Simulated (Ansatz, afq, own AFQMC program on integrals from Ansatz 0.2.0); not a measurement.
# SiNF (triplet): quantum Monte Carlo beside coupled cluster at distance N2–Si3 = 2.703 Å, cc-pVDZ

How near does AFQMC come to the top of the ladder for SiNF (triplet)?

The runs use Ansatz 0.2.0, Gaussian basis, and an in-house AFQMC program (afq) on its integrals; all values are calculated; cc-pVDZ, frozen cores.

Plan: PBE (unrestricted); r2SCAN (unrestricted); PBE0 (unrestricted); B3LYP (unrestricted); wB97M-V (unrestricted); B2PLYP (unrestricted); CCSD(T) on ROHF; Phaseless AFQMC, CISD trial on ROHF; CCSD(T) on UHF.

1 further run of the same task is left out (it didn't finish). Runs told in other sessions of the task aren't counted.

## (1) What is computed

The geometry derives from a PBE0/def2-TZVP stationary point (not a proven minimum). One bond is set to the value named and the two fragments are kept rigid.

3 atoms, charge 0, spin multiplicity 3.

Atoms are counted from 1 here; the program's logs count them from 0.

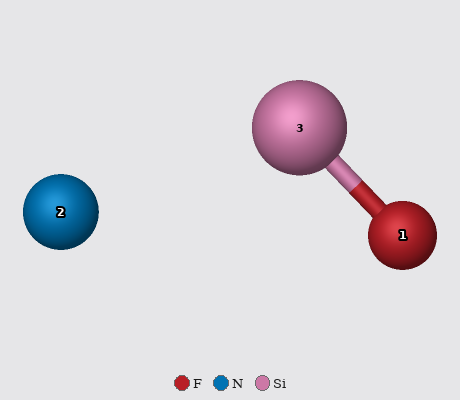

The structure; fluorine red, nitrogen blue, silicon pink; atoms are numbered from 1 in the order of the file.

## (2) PBE (unrestricted)

File in.yaml:

```yaml
crystal:
  periodic: [false, false, false]
  atoms:
    - {symbol: F, position_ang: [0.000000, 0.230961, 1.447434]}
    - {symbol: N, position_ang: [0.000000, 0.903721, -2.148887]}
    - {symbol: Si, position_ang: [0.000000, -0.606934, 0.092570]}
basis:
  gaussian: {orbitals: cc-pVDZ}
magnetization: {spin_polarized: true, initial_magnetization: 2}
hamiltonian: {xc: {name: PBE}}
output: {orbitals: {seedname: orbitals}}
```

The run is started by

```console
$ ansatz run in.yaml --threads 1 --pin off --events-out ev --progress --plain --max-ram 1382MiB
```

Output:

```text
Functional definition: PBE
  name "PBE"
  cite "Perdew, Burke & Ernzerhof, Phys. Rev. Lett. 77, 3865 (1996) doi:10.1103/PhysRevLett.77.3865"
  parent pbe
  parameter kappa = 0.804
  parameter beta = 0.06672455060314922
  exchange = pbe_x(kappa = kappa, mu = beta*pi^2/3)
  correlation = pbe_c(beta = beta)
572 factors; their error is unknown
mean field evaluation 1: about -12063.0373 eV, gradient 3.5e1 eV
mean field evaluation 2: about -11925.5956 eV, gradient 9.9e1 eV
mean field evaluation 4: about -12036.9228 eV, gradient 5.2e1 eV
mean field evaluation 8: about -12071.4781 eV, gradient 4.6e-1 eV
mean field evaluation 16: about -12071.4671 eV, gradient 2.3e-3 eV
mean field evaluation 32: about -12070.9677 eV, gradient 3.2e-2 eV
mean field -12071.46706946 eV, -443.6182324684 hartree, gradient 1.1e-5 eV, S^2 2.150647; 6 other end points of the search recorded, 0 dependent functions left out
reference -12071.46709302 eV, -443.6182333342 hartree; 16, 14 occupied and 30, 32 virtual orbitals, 572 factors
Total energy: -12071.46709302 eV, -443.6182333342 hartree
```

Run time: 1.1 s. Hardware: 1 thread of AMD EPYC 9R45 (Zen 5), shared host.

From the report: ⟨S²⟩ of the determinant 2.151 (pure triplet: 2.00).

## (3) r2SCAN (unrestricted)

Changes to in.yaml since step 2:

```diff
@@ -9,3 +9,2 @@
 magnetization: {spin_polarized: true, initial_magnetization: 2}
-hamiltonian: {xc: {name: PBE}}
-output: {orbitals: {seedname: orbitals}}
+hamiltonian: {xc: {name: r2SCAN}}
```

Launched as before.

Output:

```text
Functional definition: r2SCAN
  name "r2SCAN"
  cite "Furness, Kaplan, Ning, Perdew & Sun, J. Phys. Chem. Lett. 11, 8208 (2020) doi:10.1021/acs.jpclett.0c02405"
  cite "Furness, Kaplan, Ning, Perdew & Sun, J. Phys. Chem. Lett. 11, 9248 (2020) doi:10.1021/acs.jpclett.0c03077"
  parent r2scan
  parameter k0 = 0.174
  parameter k1 = 0.065
  parameter a1 = 4.9479
  exchange = r2scan_x(k0 = k0, k1 = k1, a1 = a1)
  correlation = r2scan_c
572 factors; their error is unknown
mean field evaluation 1: about -12069.3364 eV, gradient 3.3e1 eV
mean field evaluation 2: about -11948.6992 eV, gradient 9.6e1 eV
mean field evaluation 4: about -12047.5997 eV, gradient 4.8e1 eV
mean field evaluation 8: about -12077.1547 eV, gradient 6.9e-1 eV
mean field evaluation 16: about -12077.1436 eV, gradient 1.9e-3 eV
mean field evaluation 32: about -12076.2540 eV, gradient 6.7e0 eV
mean field -12077.14357939 eV, -443.8268403607 hartree, gradient 6.6e-6 eV, S^2 2.352014; 4 other end points of the search recorded, 0 dependent functions left out
reference -12077.14358722 eV, -443.8268406485 hartree; 16, 14 occupied and 30, 32 virtual orbitals, 572 factors
Total energy: -12077.14358722 eV, -443.8268406485 hartree
```

Run time: 3.3 s. Hardware: 1 thread of AMD EPYC 9R45 (Zen 5), shared host.

From the report: ⟨S²⟩ of the determinant 2.352 (pure triplet: 2.00).

## (4) PBE0 (unrestricted)

Changes to in.yaml since step 3:

```diff
@@ -9,2 +9,3 @@
 magnetization: {spin_polarized: true, initial_magnetization: 2}
-hamiltonian: {xc: {name: r2SCAN}}
+hamiltonian: {xc: {name: PBE0}}
+output: {orbitals: {seedname: orbitals}}
```

Launched as before.

Output (excerpt; [...] marks lines left out):

```text
Functional definition: PBE0
  name "PBE0"
  cite "Adamo & Barone, J. Chem. Phys. 110, 6158 (1999) doi:10.1063/1.478522"
  cite "Perdew, Burke & Ernzerhof, Phys. Rev. Lett. 77, 3865 (1996) doi:10.1103/PhysRevLett.77.3865"
  parent pbe
[...]
451 factors; integrals over basis functions are off by at most 7.0e-4 eV
[...]
mean field -12072.09569621 eV, -443.6413340754 hartree, gradient 7.3e-6 eV, S^2 2.388323; 1 other end points of the search recorded, 0 dependent functions left out
reference -12072.09571441 eV, -443.6413347444 hartree; 16, 14 occupied and 30, 32 virtual orbitals, 451 factors
Total energy: -12072.09571441 eV, -443.6413347444 hartree
```

Wall time 1.1 s (1 thread of AMD EPYC 9R45 (Zen 5), shared host).

From the report: ⟨S²⟩ of the determinant 2.388 (pure triplet: 2.00).

## (5) B3LYP (unrestricted)

Changes to in.yaml since step 4:

```diff
@@ -9,3 +9,2 @@
 magnetization: {spin_polarized: true, initial_magnetization: 2}
-hamiltonian: {xc: {name: PBE0}}
-output: {orbitals: {seedname: orbitals}}
+hamiltonian: {xc: {name: B3LYP}}
```

Same command.

Output (excerpt; [...] marks lines left out):

```text
Functional definition: B3LYP
  name "B3LYP"
  cite "Stephens, Devlin, Chabalowski & Frisch, J. Phys. Chem. 98, 11623 (1994) doi:10.1021/j100096a001"
  cite "Becke, Phys. Rev. A 38, 3098 (1988) doi:10.1103/PhysRevA.38.3098"
  cite "Lee, Yang & Parr, Phys. Rev. B 37, 785 (1988) doi:10.1103/PhysRevB.37.785"
  cite "Vosko, Wilk & Nusair, Can. J. Phys. 58, 1200 (1980) doi:10.1139/p80-159"
[...]
451 factors; integrals over basis functions are off by at most 7.0e-4 eV
[...]
mean field -12080.26643844 eV, -443.9416033141 hartree, gradient 1.9e-5 eV, S^2 2.302597; 1 other end points of the search recorded, 0 dependent functions left out
reference -12080.26660826 eV, -443.9416095547 hartree; 16, 14 occupied and 30, 32 virtual orbitals, 451 factors
Total energy: -12080.26660826 eV, -443.9416095547 hartree
```

Run time: 0.96 s. Hardware: 1 thread of AMD EPYC 9R45 (Zen 5), shared host.

From the report: ⟨S²⟩ of the determinant 2.303 (pure triplet: 2.00).

## (6) wB97M-V (unrestricted)

Changes to in.yaml since step 5:

```diff
@@ -9,2 +9,3 @@
 magnetization: {spin_polarized: true, initial_magnetization: 2}
-hamiltonian: {xc: {name: B3LYP}}
+hamiltonian: {xc: {name: wB97M-V}}
+output: {orbitals: {seedname: orbitals}}
```

Same command.

Output (excerpt; [...] marks lines left out):

```text
Functional definition: wB97M-V
  name "wB97M-V"
  cite "Mardirossian & Head-Gordon, J. Chem. Phys. 144, 214110 (2016) doi:10.1063/1.4952647"
  cite "Becke, J. Chem. Phys. 107, 8554 (1997) doi:10.1063/1.475007"
  cite "Vydrov & Van Voorhis, J. Chem. Phys. 133, 244103 (2010) doi:10.1063/1.3521275"
  # Of w^i u^j: cxij and so on, Table III.
[...]
  gx(w, u) = 1 - cx + cx01*u + cx10*w
  gss(w, u) = css00 + css04*u^4 + css10*w + css20*w^2 + css43*w^4*u^3
  gos(w, u) = cos00 + cos10*w + (cos20 + cos21*u)*w^2 + (cos60 + cos61*u)*w^6
[...]
      + integral(e_c_pw_mod_opposite_spin*gos(b97_w_opposite, b97_u_opposite)) + vv10(b, c)
451 factors; integrals over basis functions are off by at most 7.0e-4 eV
115 factors; integrals over basis functions are off by at most 1.1e-5 eV
[...]
mean field -12078.23493779 eV, -443.8669470420 hartree, gradient 1.8e-5 eV, S^2 2.398311; 1 other end points of the search recorded, 0 dependent functions left out
reference -12078.23496617 eV, -443.8669480851 hartree; 16, 14 occupied and 30, 32 virtual orbitals, 451 factors
Total energy: -12078.23496617 eV, -443.8669480851 hartree
```

Wall time 3.6 s (1 thread of AMD EPYC 9R45 (Zen 5), shared host).

From the report: ⟨S²⟩ of the determinant 2.398 (pure triplet: 2.00).

## (7) B2PLYP (unrestricted)

Changes to in.yaml since step 6:

```diff
@@ -9,3 +9,3 @@
 magnetization: {spin_polarized: true, initial_magnetization: 2}
-hamiltonian: {xc: {name: wB97M-V}}
-output: {orbitals: {seedname: orbitals}}
+hamiltonian: {xc: {name: B2PLYP}}
+correlation: {electrons: outside_noble_gas}
```

Same command.

Output (excerpt; [...] marks lines left out):

```text
Functional definition: B2PLYP
  name "B2PLYP"
  cite "Grimme, J. Chem. Phys. 124, 034108 (2006) doi:10.1063/1.2148954"
  cite "Becke, Phys. Rev. A 38, 3098 (1988) doi:10.1103/PhysRevA.38.3098"
  cite "Lee, Yang & Parr, Phys. Rev. B 37, 785 (1988) doi:10.1103/PhysRevB.37.785"
[...]
451 factors; integrals over basis functions are off by at most 7.0e-4 eV
[...]
mean field -12070.05929256 eV, -443.5664976217 hartree, gradient 5.3e-6 eV, S^2 2.597690; 6 other end points of the search recorded, 0 dependent functions left out
7 core orbitals not correlated: weight in the atoms' cores, before any rotation towards them, 1.000 or more for the frozen orbitals, at most 0.000 for the correlated occupied ones
reference -12070.05940047 eV, -443.5665015872 hartree; 9, 7 occupied and 30, 32 virtual orbitals, 451 factors
second order -11.20284672 eV of doubles, -0.00000000 eV of singles
Total energy: -12073.08416909 eV, -443.6776597835 hartree
```

Run time: 3.3 s. Hardware: 1 thread of AMD EPYC 9R45 (Zen 5), shared host.

From the report: ⟨S²⟩ of the determinant 2.598 (pure triplet: 2.00). The determinant of B2PLYP (⟨S²⟩ 2.60) is far from a pure spin state, so its energy mixes those of several spin states; that is harmless only where they are near-degenerate.

## (8) CCSD(T) on ROHF

Changes to in.yaml since step 7:

```diff
@@ -8,4 +8,3 @@
   gaussian: {orbitals: cc-pVDZ}
-magnetization: {spin_polarized: true, initial_magnetization: 2}
-hamiltonian: {xc: {name: B2PLYP}}
-correlation: {electrons: outside_noble_gas}
+magnetization: {spin_polarized: false, initial_magnetization: 2}
+correlation: {method: ccsd_t, electrons: outside_noble_gas, hamiltonian_folder: ham}
```

Launched as before.

Output (excerpt; [...] marks lines left out):

```text
Functional definition: HF
  name "HF"
  cite "Fock, Z. Phys. 61, 126 (1930) doi:10.1007/BF01340294"
  parent pbe
[...]
451 factors; integrals over basis functions are off by at most 7.0e-4 eV
[...]
mean field -12046.05559745 eV, -442.6843780964 hartree, gradient 2.3e-6 eV, S^2 2.000000; 19 other end points of the search recorded, 0 dependent functions left out
[...]
determinant -12046.05559745 eV, -442.6843780964 hartree, with singles and doubles -12057.50125298 eV, -443.1049981790 hartree
determinant -12044.62489190 eV, -442.6318006375 hartree, with singles and doubles -12055.97113622 eV, -443.0487674254 hartree
determinant -12044.53121076 eV, -442.6283579189 hartree, with singles and doubles -12055.37472262 eV, -443.0268496299 hartree
determinant -12043.82716571 eV, -442.6024847405 hartree, with singles and doubles -12054.65968761 eV, -443.0005725779 hartree
[...]
determinant -12045.62449768 eV, -442.6685354720 hartree, with singles and doubles -12057.51316317 eV, -443.1054358706 hartree
determinant -12045.62449768 eV, -442.6685354720 hartree, with singles and doubles -12057.52693515 eV, -443.1059419814 hartree
determinant -12046.05559745 eV, -442.6843780964 hartree, with singles and doubles -12057.52499817 eV, -443.1058707989 hartree
unrestricted determinant -12047.68282875 eV, -442.7441777440 hartree, S^2 3.0374
7 core orbitals not correlated: weight in the atoms' cores, before any rotation towards them, 1.000 or more for the frozen orbitals, at most 0.000 for the correlated occupied ones
reference -12046.05559745 eV, -442.6843780964 hartree; 9, 7 occupied and 30, 32 virtual orbitals, 451 factors
second order -10.13740829 eV of doubles, -0.11664088 eV of singles
cycle   1  -11.46939428 eV  change    6.5e-6 eV  update   5.1e-6
perturbative correction -0.36488474 eV, -0.0134092668 hartree
Total energy: -12057.88987646 eV, -443.1192798287 hartree
```

Wall time 9.5 s (1 thread of AMD EPYC 9R45 (Zen 5), shared host).

From the report: correlation -11.8343 eV; T1 0.065; largest double amplitude 0.22.

This run also writes the integrals to the folder ham.

## (9) Phaseless AFQMC, CISD trial on ROHF

It reads the integrals that the CCSD(T) run on this determinant wrote.

The run is started by

```console
$ afq ham --method phaseless --trial cisd --walkers 60 --populations 1 --least-time 40 --time-step 0.005 --steps-per-block 50 --equilibration-blocks 40 --max-blocks 300 --target-error 0.00096 --factor-cut 1e-05 --start spin_pure --seed 844 --release-times 0.24,0.51,0.99,1.62,2.4 --release-step 0.03 --release-every 4 --taylor-order 6
```

Output:

```text
orbitals 39  electrons 9 7  factors 267 of 451
reference energy -442.68437810 Eh
CCSD correlation -0.42149216 Eh in 19 cycles, weight of the determinant in the CISD state 0.7275
energy of the start -443.105869 Eh
 block  time / (1/Eh)  mean weight  energy / Eh
     1     0.250  0.9968  -443.096455
     2     0.500  0.9996  -443.103491
     3     0.750  1.0001  -443.101420
     4     1.000  1.0025  -443.106833
     5     1.250  1.0009  -443.109885
     6     1.500  0.9954  -443.111825
     7     1.750  1.0014  -443.115011
     8     2.000  1.0011  -443.115602
     9     2.250  0.9974  -443.114610
    10     2.500  1.0007  -443.117174
    17     4.250  1.0027  -443.117086
    25     6.250  1.0004  -443.100855
    33     8.250  1.0015  -443.121317
    41    10.250  1.0017  -443.114181
    49    12.250  0.9990  -443.108960
    57    14.250  1.0040  -443.154181
    65    16.250  1.0005  -443.126706
    73    18.250  1.0023  -443.112003
    81    20.250  1.0034  -443.102429
    89    22.250  0.9979  -443.124777
    97    24.250  0.9960  -443.126476
   105    26.250  1.0014  -443.125329
   113    28.250  1.0002  -443.110423
   121    30.250  1.0005  -443.122142
   129    32.250  1.0016  -443.105144
   137    34.250  0.9985  -443.123152
   145    36.250  0.9996  -443.112009
   153    38.250  1.0005  -443.113498
   161    40.250  0.9983  -443.126588
   169    42.250  0.9979  -443.117007
   177    44.250  0.9987  -443.119302
   185    46.250  0.9974  -443.120839
   193    48.250  0.9963  -443.138167
   201    50.250  1.0040  -443.109327
   209    52.250  1.0009  -443.116431
   217    54.250  0.9973  -443.128087
   225    56.250  0.9985  -443.110143
   233    58.250  1.0037  -443.143161
   241    60.250  1.0021  -443.119586
   249    62.250  1.0025  -443.096437
   257    64.250  1.0009  -443.113709
   265    66.250  1.0011  -443.118967
   273    68.250  1.0017  -443.114983
   281    70.250  1.0022  -443.102682
   289    72.250  1.0014  -443.121277
   297    74.250  0.9998  -443.122505
   305    76.250  0.9792  -443.125259
   313    78.250  0.9999  -443.103047
   321    80.250  1.0004  -443.094450
   329    82.250  1.0016  -443.121021
   337    84.250  0.9983  -443.121666
blocks merged  error / Eh  count
     1  0.000723  300
     2  0.000884  150
     4  0.001023  75
     8  0.001166  37
    16  0.001449  18
    32  0.000877  9
released: time / (1/Eh)  energy / Eh  error  mean overlap
  0.24  -443.117734  0.001167  1.0085
  0.51  -443.118063  0.001127  1.0290
  0.99  -443.117182  0.001479  1.0475
  1.62  -443.123269  0.002107  1.0192
  2.40  -443.125276  0.003143  0.9968
energy -443.118177 +/- 0.001449 Eh
```

Wall time 7.8 min (1 thread of AMD EPYC 9R45 (Zen 5), shared host).

Energy -12057.8599 ± 0.0394 eV. Caveats: constraint bias not in the error; error above the target.

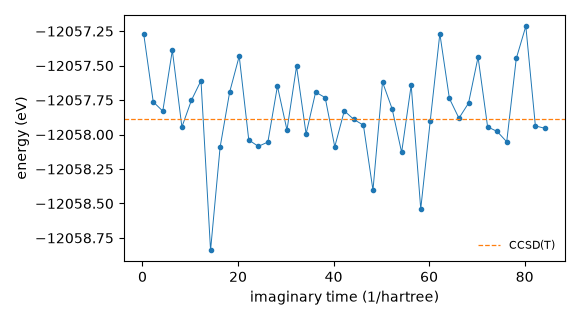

Block energies along the walk.

## (10) CCSD(T) on UHF

Changes to in.yaml since step 8:

```diff
@@ -8,3 +8,3 @@
   gaussian: {orbitals: cc-pVDZ}
-magnetization: {spin_polarized: false, initial_magnetization: 2}
+magnetization: {spin_polarized: true, initial_magnetization: 2}
 correlation: {method: ccsd_t, electrons: outside_noble_gas, hamiltonian_folder: ham}
```

The run is started by

```console
$ ansatz run in.yaml --threads 1 --pin off --events-out ev --progress --plain --max-ram 1382MiB
```

Output (excerpt; [...] marks lines left out):

```text
Functional definition: HF
  name "HF"
  cite "Fock, Z. Phys. 61, 126 (1930) doi:10.1007/BF01340294"
  parent pbe
[...]
451 factors; integrals over basis functions are off by at most 7.0e-4 eV
[...]
mean field -12047.68282875 eV, -442.7441777440 hartree, gradient 1.3e-8 eV, S^2 3.037386; 19 other end points of the search recorded, 0 dependent functions left out
determinant -12047.68282875 eV, -442.7441777440 hartree, with singles and doubles -12057.30951384 eV, -443.0979518959 hartree
determinant -12047.66651077 eV, -442.7435780691 hartree, with singles and doubles -12057.56641460 eV, -443.1073928246 hartree
determinant -12046.34673350 eV, -442.6950771492 hartree, with singles and doubles -12057.02224152 eV, -443.0873948326 hartree
determinant -12046.11237616 eV, -442.6864646755 hartree, with singles and doubles -12056.08329832 eV, -443.0528893064 hartree
[...]
determinant -12047.68282875 eV, -442.7441777440 hartree, with singles and doubles -12057.31842555 eV, -443.0982793951 hartree
determinant -12047.66651077 eV, -442.7435780691 hartree, with singles and doubles -12057.61358447 eV, -443.1091262853 hartree
determinant -12046.34673350 eV, -442.6950771492 hartree, with singles and doubles -12057.21674148 eV, -443.0945425744 hartree
determinant -12046.09991563 eV, -442.6860067597 hartree, with singles and doubles -12057.46832913 eV, -443.1037882499 hartree
[...]
7 core orbitals not correlated: weight in the atoms' cores, before any rotation towards them, 1.000 or more for the frozen orbitals, at most 0.000 for the correlated occupied ones
reference -12046.09991563 eV, -442.6860067597 hartree; 9, 7 occupied and 30, 32 virtual orbitals, 451 factors
second order -9.96782202 eV of doubles, -0.00000000 eV of singles
cycle   1  -11.36841021 eV  change    3.3e-6 eV  update   2.5e-6
perturbative correction -0.41953888 eV, -0.0154177693 hartree
Total energy: -12057.88786472 eV, -443.1192058983 hartree
```

It took 15 s on 1 thread of AMD EPYC 9R45 (Zen 5), shared host.

From the report: ⟨S²⟩ of the determinant 2.070 (pure triplet: 2.00); correlation -11.7879 eV; T1 0.078; largest double amplitude 0.26.

This run also writes the integrals to the folder ham.

## (11) AFQMC on the ladder

On the ROHF determinant, counted from CCSD(T) (a yardstick, not exact):

| level | energy (eV) | from CCSD(T) (kJ/mol) | statistical error (kJ/mol) | time |
| --- | --- | --- | --- | --- |
| HF | -12046.0556 | +1141.8 |  |  |
| MP2 | -12056.3096 | +152.5 |  |  |
| CCSD | -12057.5250 | +35.2 |  |  |
| CCSD(T) | -12057.8899 | 0.0 |  |  |
| Phaseless AFQMC, CISD trial, step 0.005, 60 walkers | -12057.8599 | +2.9 | 3.8 | 7.8 min |

The functionals' totals stand on their own zeros and serve differences with other points: PBE -12071.467 eV; r2SCAN -12077.144 eV; PBE0 -12072.096 eV; B3LYP -12080.267 eV; wB97M-V -12078.235 eV; B2PLYP -12073.084 eV.

## (12) Results

```
                                        quantity              value
Phaseless AFQMC, CISD trial on ROHF from CCSD(T)  +2.9 ± 3.8 kJ/mol
```

What this shows: On ROHF the phaseless walk with the CISD trial lies +2.9 kJ/mol from CCSD(T), within three error bars. Error bars are statistical and leave out the constraint, the time step and what remains of the start.
